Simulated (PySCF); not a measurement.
# SrH2: a ladder of methods

Aim: at the PBE0 minimum of singlet SrH2, found before, compare methods on energies and levels.

Method: several methods, basis Sr x2c-TZVPall, H x2c-TZVPall, spin-free X2C, no spin–orbit coupling, density fitting; program: PySCF 2.14.0.

## (1) The system as given

3 atoms, charge 0, spin multiplicity 1.

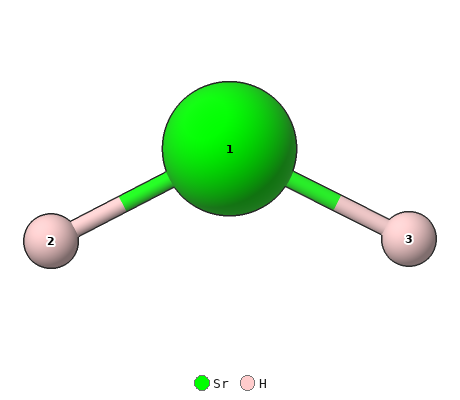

As it starts; strontium green, hydrogen pink; atoms are numbered from 1 in the order of the file.

```xyz
3
charge 0 multiplicity 1
Sr    0.0000    0.0000   -0.0268
H     1.9175    0.0000    0.9519
H    -1.9175    0.0000    0.9519
```

## (2) Real-space pictures of the lowest minimum

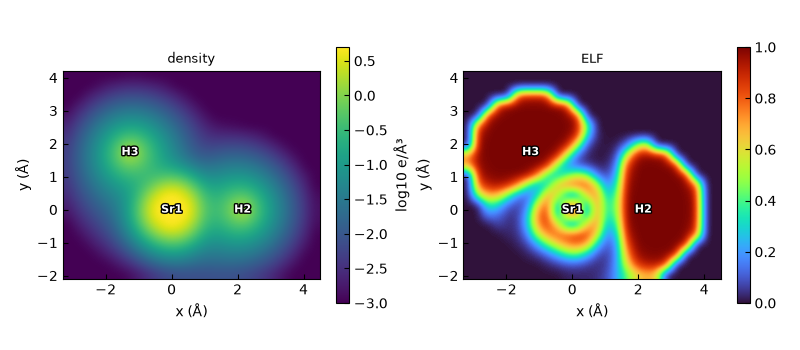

The plane holds Sr1 at (0.00, 0.00), H2 at (2.15, 0.00), H3 at (-1.26, 1.74) Å. ELF is set to 0 where the density is under 0.005 e/Å³; an orbital's overall sign is arbitrary.

The fields below are evaluated on a grid from the run's orbitals.

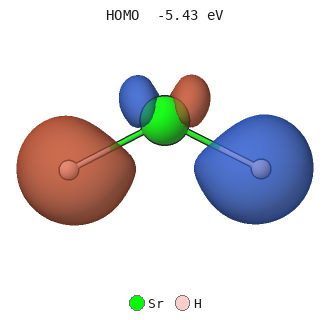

Frontier orbitals at PBE0; each surface holds 70 % of the orbital's density, blue and red mark the sign.

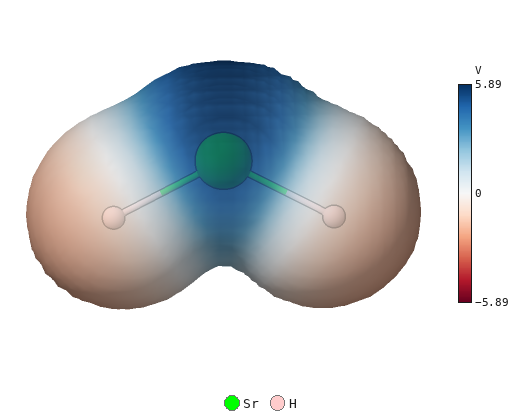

Electrostatic potential on the surface of density 0.002 e/bohr³; red is low, blue high. It runs, from the 1st to the 99th percentile, from -2.14 to 5.89 V.

Along Sr1–H2 (2.153 Å) the density is least, 0.32 e/Å³, about 1.29 Å from Sr1; ELF there is 0.34.

Making the fields took 1.7 s on 2 threads of Intel Xeon Platinum 8259CL at 2.50GHz (Skylake/Cascade Lake), shared host.

## (3) PBE0

The steps are one call of a driver around PySCF; scf.py gives each level's set-up. Each SCF starts from the density of the minimum. The driver also runs the species with one electron less or more at the same geometry; their logs are not shown.

scf.py reads:

```python
from pyscf import gto, scf, dft
mol = gto.M(atom='''
Sr     0.000000    -0.000000    -0.026791
H      1.917454    -0.000000     0.951893
H     -1.917454     0.000000     0.951893''',
    basis={'Sr': 'x2c-TZVPall', 'H': 'x2c-TZVPall'},
    nucmod='G',
    charge=0, spin=0)
mf = dft.RKS(mol, xc='PBE0')
mf.grids.atom_grid = (75, 302)
aux = {'Sr': 'AutoAux', 'H': 'AutoAux'}  # AutoAux: made from the orbital basis by basis_set_exchange (get_aux=1)
mf = mf.density_fit(auxbasis=aux).sfx2c1e()
mf.conv_tol = 1e-08
mf.diis_space = 10
mf.max_cycle = 60
mf.verbose = 4
mf.kernel()
```

The run is started by

```console
OMP_NUM_THREADS=2 python axn.py task.json out
```

Output:

```text
init E= -3180.0866479997
  HOMO = -0.199695901774387  LUMO = -0.0609926338564648  gap/eV = 3.77431
cycle= 1 E= -3180.0866479997  delta_E= -1.82e-12  |g|= 1.38e-06  |ddm|= 2.61e-06
  HOMO = -0.199695775714675  LUMO = -0.0609927442013554  gap/eV = 3.77430
Extra cycle  E= -3180.0866479997  delta_E= 1.82e-12  |g|= 1.05e-06  |ddm|= 1.91e-06
converged SCF energy = -3180.0866479997
```

This level, with the species of one electron less or more, took 2.3 s.

```
energy                        : -3180.086648 Eh
one electron less (charge +1) : -3179.811635 Eh (doublet, ⟨S²⟩ 0.78)
one electron more (charge -1) : -3180.109113 Eh (doublet, ⟨S²⟩ 0.75)
Mulliken charge of Sr1        : +0.62 e
```

## (4) HF

scf.py, as its differences from that of step 3:

```diff
@@ -9,2 +9 @@
-mf = dft.RKS(mol, xc='PBE0')
-mf.grids.atom_grid = (75, 302)
+mf = scf.RHF(mol)
```

Output, cut to the lines that bear on the results:

```text
[... the frontier levels of the middle cycles are left out ...]
init E= -3178.41767910215
  HOMO = -0.295075325014192  LUMO = -0.00370036985382427  gap/eV = 7.92872
cycle= 1 E= -3178.4276669777  delta_E= -0.00999  |g|= 0.0511  |ddm|= 0.223
  HOMO = -0.296115509372179  LUMO = -0.00787791546873962  gap/eV = 7.84334
cycle= 2 E= -3178.42816052409  delta_E= -0.000494  |g|= 0.0142  |ddm|= 0.0534
  HOMO = -0.296436697801646  LUMO = -0.00837107234250922  gap/eV = 7.83866
cycle= 3 E= -3178.42822162256  delta_E= -6.11e-05  |g|= 0.00417  |ddm|= 0.0146
cycle= 4 E= -3178.42823880116  delta_E= -1.72e-05  |g|= 0.000972  |ddm|= 0.00947
cycle= 5 E= -3178.42824031497  delta_E= -1.51e-06  |g|= 0.000219  |ddm|= 0.00283
cycle= 6 E= -3178.42824038152  delta_E= -6.65e-08  |g|= 4.28e-05  |ddm|= 0.000649
cycle= 7 E= -3178.42824038369  delta_E= -2.16e-09  |g|= 9.02e-06  |ddm|= 0.000106
  HOMO = -0.296447486272882  LUMO = -0.00876863003331252  gap/eV = 7.82814
Extra cycle  E= -3178.42824038378  delta_E= -9e-11  |g|= 3.56e-06  |ddm|= 2.03e-05
converged SCF energy = -3178.42824038378
```

This level, with the species of one electron less or more, took 1.2 s.

* energy: -3178.428240 Eh
* one electron less (charge +1): -3178.169840 Eh (doublet, ⟨S²⟩ 0.92)
* one electron more (charge -1): -3178.442600 Eh (doublet, ⟨S²⟩ 0.75)
* Mulliken charge of Sr1: +0.80 e

## (5) PBE

scf.py, as its differences from that of step 4:

```diff
@@ -9 +9,2 @@
-mf = scf.RHF(mol)
+mf = dft.RKS(mol, xc='PBE')
+mf.grids.atom_grid = (75, 302)
```

Output:

```text
init E= -3180.00773111619
  HOMO = -0.157587684066899  LUMO = -0.0830530794155795  gap/eV = 2.02819
cycle= 1 E= -3180.00906376807  delta_E= -0.00133  |g|= 0.0434  |ddm|= 0.156
  HOMO = -0.165771749928746  LUMO = -0.0819381809687432  gap/eV = 2.28123
cycle= 2 E= -3180.0090291028  delta_E= 3.47e-05  |g|= 0.0319  |ddm|= 0.0991
  HOMO = -0.160380340004133  LUMO = -0.0829157010668684  gap/eV = 2.10792
cycle= 3 E= -3180.0093345887  delta_E= -0.000305  |g|= 0.0087  |ddm|= 0.0606
  HOMO = -0.161458171444131  LUMO = -0.0827798244411593  gap/eV = 2.14095
cycle= 4 E= -3180.00935955933  delta_E= -2.5e-05  |g|= 0.00028  |ddm|= 0.0114
  HOMO = -0.161530897580025  LUMO = -0.0828232667301911  gap/eV = 2.14174
cycle= 5 E= -3180.00935957985  delta_E= -2.05e-08  |g|= 4.92e-05  |ddm|= 0.000445
  HOMO = -0.161512507411889  LUMO = -0.0828197701918327  gap/eV = 2.14134
cycle= 6 E= -3180.00935958131  delta_E= -1.46e-09  |g|= 7e-06  |ddm|= 0.00011
  HOMO = -0.161516679614126  LUMO = -0.0828211408306867  gap/eV = 2.14141
Extra cycle  E= -3180.0093595813  delta_E= 1.05e-11  |g|= 7.45e-06  |ddm|= 2.47e-05
converged SCF energy = -3180.0093595813
```

This level, with the species of one electron less or more, took 7.9 s.

```
energy                        : -3180.009360 Eh
one electron less (charge +1) : -3179.740515 Eh (doublet, ⟨S²⟩ 0.76)
one electron more (charge -1) : -3180.031565 Eh (doublet, ⟨S²⟩ 0.75)
Mulliken charge of Sr1        : +0.55 e
```

## (6) B3LYP

scf.py, as its differences from that of step 5:

```diff
@@ -9 +9 @@
-mf = dft.RKS(mol, xc='PBE')
+mf = dft.RKS(mol, xc='B3LYP')
```

Output:

```text
init E= -3180.45280853008
  HOMO = -0.194162733001468  LUMO = -0.0708317218351606  gap/eV = 3.35601
cycle= 1 E= -3180.45343533736  delta_E= -0.000627  |g|= 0.0175  |ddm|= 0.0743
  HOMO = -0.194100769816679  LUMO = -0.072109549168907  gap/eV = 3.31955
cycle= 2 E= -3180.45345154441  delta_E= -1.62e-05  |g|= 0.0113  |ddm|= 0.0226
  HOMO = -0.1946689806681  LUMO = -0.0719700788198772  gap/eV = 3.33881
cycle= 3 E= -3180.45346150919  delta_E= -9.96e-06  |g|= 0.000714  |ddm|= 0.00793
  HOMO = -0.194737468923384  LUMO = -0.072061069935895  gap/eV = 3.33819
cycle= 4 E= -3180.453461625  delta_E= -1.16e-07  |g|= 0.00015  |ddm|= 0.00127
  HOMO = -0.194742445156191  LUMO = -0.0720628468130968  gap/eV = 3.33828
cycle= 5 E= -3180.45346163345  delta_E= -8.45e-09  |g|= 5.06e-05  |ddm|= 0.000237
  HOMO = -0.194742290442528  LUMO = -0.072068994011067  gap/eV = 3.33811
Extra cycle  E= -3180.45346163391  delta_E= -4.61e-10  |g|= 4.12e-05  |ddm|= 9.12e-05
converged SCF energy = -3180.45346163391
```

This level, with the species of one electron less or more, took 4.4 s on 2 threads of Intel Xeon Platinum 8259CL at 2.50GHz (Skylake/Cascade Lake), shared host.

```
energy                        : -3180.453462 Eh
one electron less (charge +1) : -3180.176744 Eh (doublet, ⟨S²⟩ 0.78)
one electron more (charge -1) : -3180.476601 Eh (doublet, ⟨S²⟩ 0.75)
Mulliken charge of Sr1        : +0.63 e
```

## (7) r2SCAN

scf.py, as its differences from that of step 6:

```diff
@@ -9,2 +9,2 @@
-mf = dft.RKS(mol, xc='B3LYP')
-mf.grids.atom_grid = (75, 302)
+mf = dft.RKS(mol, xc='R2SCAN')
+mf.grids.atom_grid = (90, 434)
```

Output:

```text
init E= -3180.38261523156
  HOMO = -0.16876812433323  LUMO = -0.0616364920712051  gap/eV = 2.91520
cycle= 1 E= -3180.3833549125  delta_E= -0.00074  |g|= 0.0115  |ddm|= 0.113
  HOMO = -0.164510401224227  LUMO = -0.0602261137794109  gap/eV = 2.83772
cycle= 2 E= -3180.38336829972  delta_E= -1.34e-05  |g|= 0.009  |ddm|= 0.021
  HOMO = -0.166075010264668  LUMO = -0.0602542152584657  gap/eV = 2.87953
cycle= 3 E= -3180.38338868505  delta_E= -2.04e-05  |g|= 0.00104  |ddm|= 0.0114
  HOMO = -0.166184732892278  LUMO = -0.0603525802023128  gap/eV = 2.87984
cycle= 4 E= -3180.38338894975  delta_E= -2.65e-07  |g|= 0.000126  |ddm|= 0.00104
  HOMO = -0.166180941231197  LUMO = -0.0603392174003012  gap/eV = 2.88010
cycle= 5 E= -3180.3833889556  delta_E= -5.85e-09  |g|= 5.59e-05  |ddm|= 0.000276
  HOMO = -0.166179124614096  LUMO = -0.0603286709063546  gap/eV = 2.88034
Extra cycle  E= -3180.38338895603  delta_E= -4.26e-10  |g|= 5.26e-05  |ddm|= 0.000171
converged SCF energy = -3180.38338895603
```

This level, with the species of one electron less or more, took 35 s.

- energy: -3180.383389 Eh
- one electron less (charge +1): -3180.115148 Eh (doublet, ⟨S²⟩ 0.77)
- one electron more (charge -1): -3180.404926 Eh (doublet, ⟨S²⟩ 0.75)
- Mulliken charge of Sr1: +0.64 e

## (8) TPSSh

scf.py, as its differences from that of step 7:

```diff
@@ -9 +9 @@
-mf = dft.RKS(mol, xc='R2SCAN')
+mf = dft.RKS(mol, xc='TPSSH')
```

Output:

```text
init E= -3180.29207136563
  HOMO = -0.184639965616194  LUMO = -0.0690483796014494  gap/eV = 3.14541
cycle= 1 E= -3180.29256227963  delta_E= -0.000491  |g|= 0.0383  |ddm|= 0.0726
  HOMO = -0.17940928893716  LUMO = -0.0688896776677019  gap/eV = 3.00739
cycle= 2 E= -3180.29260464392  delta_E= -4.24e-05  |g|= 0.0259  |ddm|= 0.0327
  HOMO = -0.180906122210079  LUMO = -0.0684584274668438  gap/eV = 3.05986
cycle= 3 E= -3180.29265622901  delta_E= -5.16e-05  |g|= 0.00164  |ddm|= 0.0181
  HOMO = -0.180949056998132  LUMO = -0.0686401181658152  gap/eV = 3.05608
cycle= 4 E= -3180.29265681324  delta_E= -5.84e-07  |g|= 0.000227  |ddm|= 0.00207
  HOMO = -0.180966054620187  LUMO = -0.0686354524460704  gap/eV = 3.05667
cycle= 5 E= -3180.29265682433  delta_E= -1.11e-08  |g|= 8.1e-05  |ddm|= 0.000264
  HOMO = -0.180950730097155  LUMO = -0.0686327885444378  gap/eV = 3.05633
cycle= 6 E= -3180.29265682589  delta_E= -1.57e-09  |g|= 3.69e-06  |ddm|= 0.000109
  HOMO = -0.180952416678142  LUMO = -0.0686332500757008  gap/eV = 3.05636
Extra cycle  E= -3180.29265682589  delta_E=    0  |g|= 2.73e-06  |ddm|= 7.95e-06
converged SCF energy = -3180.29265682589
```

This level, with the species of one electron less or more, took 14 s.

| Item | Value |
| --- | --- |
| energy | -3180.292657 Eh |
| one electron less (charge +1) | -3180.021072 Eh (doublet, ⟨S²⟩ 0.77) |
| one electron more (charge -1) | -3180.312309 Eh (doublet, ⟨S²⟩ 0.75) |
| Mulliken charge of Sr1 | +0.66 e |

## (9) BHandHLYP

scf.py, as its differences from that of step 8:

```diff
@@ -9,2 +9,2 @@
-mf = dft.RKS(mol, xc='TPSSH')
-mf.grids.atom_grid = (90, 434)
+mf = dft.RKS(mol, xc='BHANDHLYP')
+mf.grids.atom_grid = (75, 302)
```

Output:

```text
init E= -3180.3956590308
  HOMO = -0.238447081437402  LUMO = -0.0461099748332749  gap/eV = 5.23376
cycle= 1 E= -3180.39672591172  delta_E= -0.00107  |g|= 0.0204  |ddm|= 0.0914
  HOMO = -0.236367224798238  LUMO = -0.0483558915110152  gap/eV = 5.11605
cycle= 2 E= -3180.39677164931  delta_E= -4.57e-05  |g|= 0.00697  |ddm|= 0.0216
  HOMO = -0.237194889451994  LUMO = -0.0480627498528872  gap/eV = 5.14655
cycle= 3 E= -3180.39677660627  delta_E= -4.96e-06  |g|= 0.000897  |ddm|= 0.00383
  HOMO = -0.237209212000048  LUMO = -0.048080908732322  gap/eV = 5.14644
cycle= 4 E= -3180.39677708118  delta_E= -4.75e-07  |g|= 0.000272  |ddm|= 0.00153
  HOMO = -0.237228511279119  LUMO = -0.0480887960536958  gap/eV = 5.14675
cycle= 5 E= -3180.39677715159  delta_E= -7.04e-08  |g|= 3.92e-05  |ddm|= 0.000895
  HOMO = -0.237230608249961  LUMO = -0.0480885248797112  gap/eV = 5.14682
cycle= 6 E= -3180.39677715417  delta_E= -2.58e-09  |g|= 5.19e-06  |ddm|= 0.000184
  HOMO = -0.23723122213776  LUMO = -0.0480888668787944  gap/eV = 5.14683
Extra cycle  E= -3180.3967771542  delta_E= -2.68e-11  |g|= 2.37e-06  |ddm|= 1.27e-05
converged SCF energy = -3180.3967771542
```

This level, with the species of one electron less or more, took 4.9 s.

```
energy                        : -3180.396777 Eh
one electron less (charge +1) : -3180.118821 Eh (doublet, ⟨S²⟩ 0.81)
one electron more (charge -1) : -3180.415902 Eh (doublet, ⟨S²⟩ 0.75)
Mulliken charge of Sr1        : +0.69 e
```

## (10) TPSS

scf.py, as its differences from that of step 9:

```diff
@@ -9,2 +9,2 @@
-mf = dft.RKS(mol, xc='BHANDHLYP')
-mf.grids.atom_grid = (75, 302)
+mf = dft.RKS(mol, xc='TPSS')
+mf.grids.atom_grid = (90, 434)
```

Output:

```text
init E= -3180.28813696953
  HOMO = -0.16908200705871  LUMO = -0.0774090774322254  gap/eV = 2.49455
cycle= 1 E= -3180.28902826429  delta_E= -0.000891  |g|= 0.0569  |ddm|= 0.0784
  HOMO = -0.16426686386556  LUMO = -0.0764781001959207  gap/eV = 2.38885
cycle= 2 E= -3180.28909452193  delta_E= -6.63e-05  |g|= 0.0382  |ddm|= 0.0388
  HOMO = -0.165875867337203  LUMO = -0.0762812032020115  gap/eV = 2.43799
cycle= 3 E= -3180.28917862095  delta_E= -8.41e-05  |g|= 0.00279  |ddm|= 0.0226
  HOMO = -0.165808891574093  LUMO = -0.0765561719569412  gap/eV = 2.42869
cycle= 4 E= -3180.28918080135  delta_E= -2.18e-06  |g|= 0.000328  |ddm|= 0.00484
  HOMO = -0.165862955506658  LUMO = -0.0765493675364901  gap/eV = 2.43035
cycle= 5 E= -3180.28918083347  delta_E= -3.21e-08  |g|= 0.000128  |ddm|= 0.00053
  HOMO = -0.165843380419242  LUMO = -0.0765473735983644  gap/eV = 2.42987
cycle= 6 E= -3180.28918083792  delta_E= -4.45e-09  |g|= 1.07e-05  |ddm|= 0.000142
  HOMO = -0.165842077530543  LUMO = -0.07654905050941  gap/eV = 2.42979
Extra cycle  E= -3180.28918083794  delta_E= -2e-11  |g|= 8.54e-06  |ddm|= 4.39e-05
converged SCF energy = -3180.28918083794
```

This level, with the species of one electron less or more, took 17 s on 2 threads of Intel Xeon Platinum 8259CL at 2.50GHz (Skylake/Cascade Lake), shared host.

```
energy                        : -3180.289181 Eh
one electron less (charge +1) : -3180.019948 Eh (doublet, ⟨S²⟩ 0.77)
one electron more (charge -1) : -3180.308749 Eh (doublet, ⟨S²⟩ 0.75)
Mulliken charge of Sr1        : +0.64 e
```

## (11) Comparison of the levels

| level | vertical ionisation energy (eV) | vertical electron affinity (eV) | −ε(HOMO) (eV) | gap (eV) | dipole (D) | wall time |
| --- | --- | --- | --- | --- | --- | --- |
| PBE0 | 7.48 | 0.61 | 5.43 | 3.77 | 6.05 | 2.3 s |
| HF | 7.03 | 0.39 | 8.07 | 7.83 | 6.73 | 1.2 s |
| PBE | 7.32 | 0.60 | 4.40 | 2.14 | 5.70 | 7.9 s |
| B3LYP | 7.53 | 0.63 | 5.30 | 3.34 | 5.98 | 4.4 s |
| r2SCAN | 7.30 | 0.59 | 4.52 | 2.88 | 6.13 | 35 s |
| TPSSh | 7.39 | 0.53 | 4.92 | 3.06 | 6.08 | 14 s |
| BHandHLYP | 7.56 | 0.52 | 6.46 | 5.15 | 6.29 | 4.9 s |
| TPSS | 7.33 | 0.53 | 4.51 | 2.43 | 5.97 | 17 s |

Times are for 2 threads of Intel Xeon Platinum 8259CL at 2.50GHz (Skylake/Cascade Lake), shared host; PBE0 starts from its own converged density, so its time is not comparable. A dash stands where a species or a free atom was not run at that level, or the quantity is not defined.

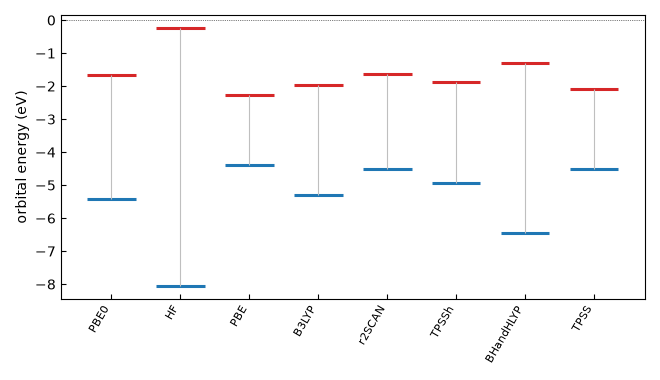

Highest occupied (blue) and lowest empty (red) levels by method.

## (12) Results

| quantity | value |
| --- | --- |
| vertical ionisation energy, range | 7.03 (HF) to 7.56 (BHandHLYP) eV |
| vertical electron affinity, range | 0.39 (HF) to 0.63 (B3LYP) eV |
| orbital gap, range | 2.14 (PBE) to 7.83 (HF) eV |

**Reading.** The vertical ionisation energy spreads over 0.53 eV, from HF to BHandHLYP; without a CCSD(T) value for it there is no yardstick here. Without diffuse functions electron affinities tend to come out too low.
